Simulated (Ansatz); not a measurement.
**CH₃SSi (SMILES [SiH2]=[C]S) (doublet): density, localisation and related maps**

```yaml
atoms:
  - { symbol: Si, position_ang: [-0.9179, 0.4384, -0.9923] }
  - { symbol: C, position_ang: [0.1698, 0.1414, 0.2637] }
  - { symbol: S, position_ang: [1.5614, 0.4233, 1.1528] }
  - { symbol: H, position_ang: [-1.8746, -0.6051, -1.4280] }
  - { symbol: H, position_ang: [-1.0517, 1.7277, -1.7244] }
  - { symbol: H, position_ang: [1.0694, 0.3227, 2.4238] }
```

Level of theory: Ansatz 0.2.0, UKS B3LYP-D4/def2-SVP.

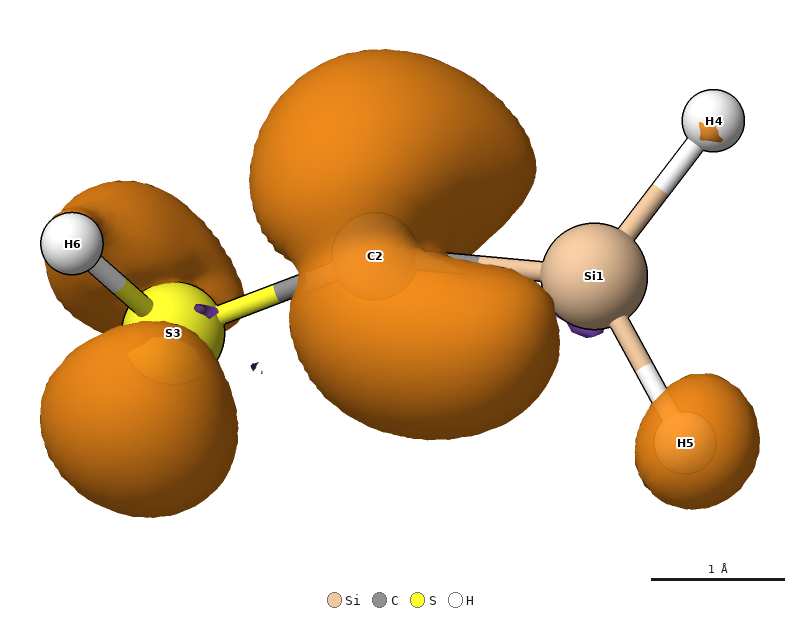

Figure 1. Isosurfaces of the spin density (α minus β) at +0.02 (orange) and −0.02 e/Å³ (purple), seen across its widest extent.

Describe the spin distribution.

Answer. The unpaired spin (1 electron) lies mostly on C2 (about 0.6), S3 (about 0.3) and Si1 (about 0.1), in electrons by Hirshfeld's partition.

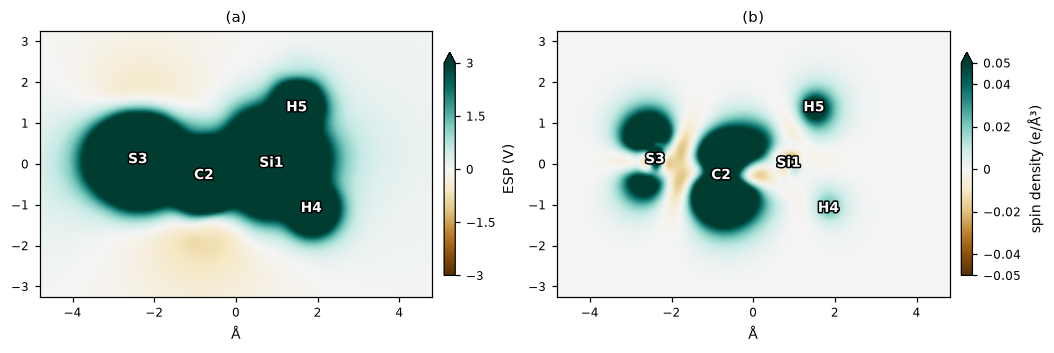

Figure 2. (a) electrostatic potential; (b) spin density on the plane of atoms H4, Si1 and H5.

Interpret the plot.

Answer. The section cuts through Si, C, S and H sites.

Outside the dense part of the molecule the potential is most negative (−0.8 V) near C2.

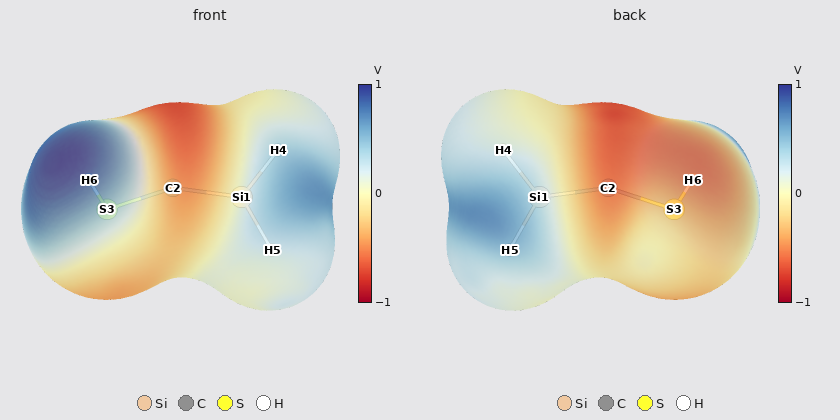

Figure 3. The electrostatic potential painted on the density surface at 0.001 e/bohr³, seen from the front and from behind; red is negative and blue positive.

Where is the surface potential most negative and most positive?

Answer. The most negative region (about −0.7 V) lies over C2, the most positive (about +1.0 V) over H6.
